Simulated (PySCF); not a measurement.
C₆H₉AlO₂Si, SMILES [OH][Al]([OH])[c]1ccc([SiH3])cc1, GFN2-xTB optimised geometry. Atoms within 1.6 Å of the plane z = 0.0 Å (x, y, z in Å): Si1 (-0.48, 0.69, 0.00), C2 (-1.11, -0.19, 1.54), H11 (0.98, 0.69, 0.00), H12 (-0.97, -0.01, -1.19), H13 (-0.98, 2.07, 0.00), H17 (-0.24, -2.07, 1.01).

Method: PySCF with PBE0/def2-SVP. Cells within 0.4 Å of a nucleus heavier than hydrogen are left out (blank, or x).

Map of the deformation density (molecule minus spherical neutral atoms) (e/bohr³) on the plane z = 0.0 Å:

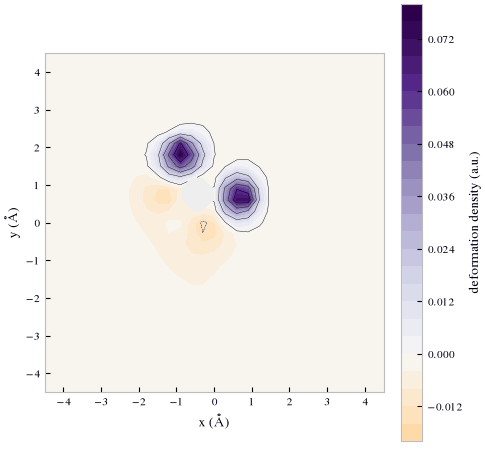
Figure: Deformation density (molecule minus spherical neutral atoms) (e/bohr³) on the plane z = 0.0 Å.
